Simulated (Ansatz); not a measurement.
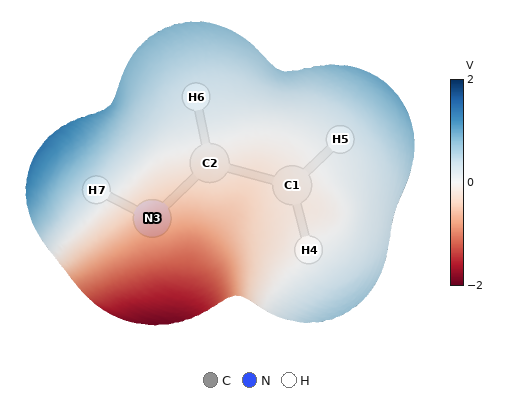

C₂H₄N (SMILES C=C[NH]) (doublet). The molecular electrostatic potential painted on the density surface at 0.002 e/bohr³, seen across its widest extent; red is negative and blue positive.

Theory: UKS PBE/def2-SVP (Ansatz).

```xyz
7

C    -0.9205    0.3237   -0.4155
C     0.3398    0.0782    0.1680
N     0.8305   -1.1453    0.2381
H    -1.5000   -0.5221   -0.8174
H    -1.3346    1.3408   -0.4769
H     0.8876    0.9675    0.5604
H     1.7584   -1.1109    0.6976
```

Which sites attract a positive test charge, and which a negative one?

A positive charge is drawn to the negative regions and a negative charge to the positive ones. The most negative region (about −1.9 V) lies over N3, the most positive (about +1.4 V) over H7. N3 is the likeliest acceptor of a hydrogen bond.
